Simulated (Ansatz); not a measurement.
**HF/cc-pVDZ run of C2H3FGe (SMILES C#[C][GeH2][F])**

Aim: the energy change on altering one bond length of C2H3FGe at HF/cc-pVDZ, from 2 runs. 

Program for the calculation: Ansatz 0.2.0.

63 further runs of the same task are left out: 63 set aside as unsound or not needed. Runs told in other sessions of the task aren't counted.

## 1. Starting point

C2H3FGe has 7 atoms, charge 0, and is taken as a singlet. SMILES: `C#[C][GeH2][F]`. Geometry: relaxed at PBE0-D4/def2-TZVP.

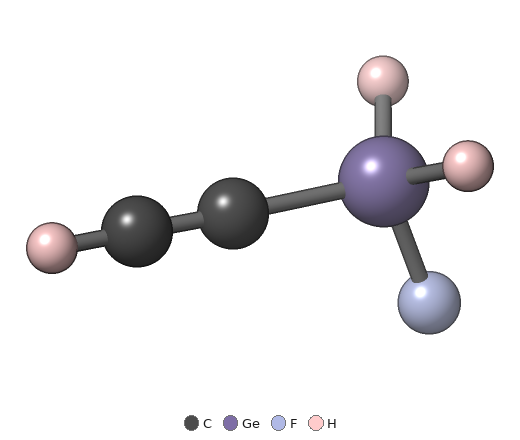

The structure, seen from a chosen angle (carbon dark grey, germanium purple, fluorine light blue, hydrogen pink).

## 2. A single-point energy at HF/cc-pVDZ

The input, input.yaml:

```yaml
basis:
  gaussian:
    orbitals: cc-pVDZ
crystal:
  periodic: [false, false, false]
  atoms:
    - {symbol: C, position_ang: [1.589600, -1.011400, 0.749400]}
    - {symbol: C, position_ang: [0.653200, -0.399300, 0.302800]}
    - {symbol: Ge, position_ang: [-0.795200, 0.603200, -0.384600]}
    - {symbol: F, position_ang: [-1.928600, -0.538300, -1.040400]}
    - {symbol: H, position_ang: [2.414700, -1.560800, 1.142300]}
    - {symbol: H, position_ang: [-1.525800, 1.349500, 0.733200]}
    - {symbol: H, position_ang: [-0.346600, 1.489200, -1.548300]}
accuracy: high
hamiltonian:
  xc: hf
output: {orbitals: {seedname: orbitals}}
```

Launch:

```sh
$ ansatz run input.yaml --threads 1 --pin off --max-ram 2610MiB --events-out events.jsonl --progress --plain --runs-dir runs
```

What it wrote:

```text
Warning: RAYON_NUM_THREADS=1 ignored (pool sized by the plan → 1); use --threads N
Functional definition: HF
  name "HF"
  exchange = exact_x
  correlation = 0
1814 factors; integrals over basis functions are off by at most 4.7e-9 eV
mean field evaluation 1: about -61283.6180 eV, gradient 3.3e1 eV
mean field evaluation 2: about -61283.7489 eV, gradient 3.3e1 eV
mean field evaluation 4: about -61286.3294 eV, gradient 3.0e0 eV
mean field evaluation 8: about -61286.3639 eV, gradient 1.8e-1 eV
mean field evaluation 16: about -61286.3640 eV, gradient 2.2e-8 eV
mean field -61286.36401425 eV, -2252.2323361340 hartree, gradient 2.2e-8 eV, S^2 0.000000; 0 other end points of the search recorded, 0 dependent functions left out
reference -61286.36401425 eV, -2252.2323361340 hartree; 28, 28 occupied and 56, 56 virtual orbitals, 1814 factors
Total energy: -61286.36401425 eV, -2252.2323361340 hartree
```

Wall time 1.3 s (1 thread of AMD EPYC 9R45 (Zen 5), shared host); peak memory 0.25 GiB.

## 3. The distorted shape at the same level

The input, input.yaml:

```yaml
basis:
  gaussian:
    orbitals: cc-pVDZ
crystal:
  periodic: [false, false, false]
  atoms:
    - {symbol: C, position_ang: [0.599453, -0.352102, 0.277907]}
    - {symbol: C, position_ang: [-0.336947, 0.259998, -0.168693]}
    - {symbol: Ge, position_ang: [-1.785347, 1.262498, -0.856093]}
    - {symbol: F, position_ang: [-2.918747, 0.120998, -1.511893]}
    - {symbol: H, position_ang: [2.414700, -1.560800, 1.142300]}
    - {symbol: H, position_ang: [-2.515947, 2.008798, 0.261707]}
    - {symbol: H, position_ang: [-1.336747, 2.148498, -2.019793]}
hamiltonian:
  xc: hf
accuracy: high
output: {orbitals: {seedname: orbitals}}
```

Launch:

```sh
$ ansatz run input.yaml --threads 1 --pin off --max-ram 2610MiB --events-out events.jsonl --progress --plain --runs-dir runs
```

What it wrote:

```text
Warning: RAYON_NUM_THREADS=1 ignored (pool sized by the plan → 1); use --threads N
Functional definition: HF
  name "HF"
  exchange = exact_x
  correlation = 0
1812 factors; integrals over basis functions are off by at most 4.4e-9 eV
mean field evaluation 1: about -61275.1092 eV, gradient 3.6e1 eV
mean field evaluation 2: about -61275.2503 eV, gradient 3.6e1 eV
mean field evaluation 4: about -61279.5054 eV, gradient 4.0e0 eV
mean field evaluation 8: about -61279.6095 eV, gradient 4.8e-1 eV
mean field -61279.61126202 eV, -2251.9841770670 hartree, gradient 7.6e-8 eV, S^2 0.000000; 0 other end points of the search recorded, 0 dependent functions left out
reference -61279.61126202 eV, -2251.9841770670 hartree; 28, 28 occupied and 56, 56 virtual orbitals, 1812 factors
Total energy: -61279.61126202 eV, -2251.9841770670 hartree
```

It took 1.2 s on 1 thread of AMD EPYC 9R45 (Zen 5), shared host; peak memory 0.25 GiB.

## 4. Outcome

At HF/cc-pVDZ:

| quantity | value |
| --- | --- |
| first shape: total energy | -2252.23234 Eh |
| first shape: HOMO energy | -11.24 eV |
| first shape: LUMO energy | 2.88 eV |
| first shape: HOMO–LUMO gap | 14.12 eV |
| distorted shape: total energy | -2251.98418 Eh |
| distorted shape: HOMO energy | -11.04 eV |
| distorted shape: LUMO energy | -2.12 eV |
| distorted shape: HOMO–LUMO gap | 8.92 eV |
| energy change with the C1–H5 bond stretched from 1.066 to 2.346 Å | 6.753 eV |

In words: One bond (distorted shape) is far stretched, which a spin-restricted single reference describes badly; a broken-symmetry solution may lie lower. With the C1–H5 bond stretched from 1.066 to 2.346 Å the energy rises by 6.75 eV (652 kJ/mol). The first shape isn't relaxed at this level, so the change isn't measured from a minimum. A restricted reference can't describe the breaking bond well at this length.
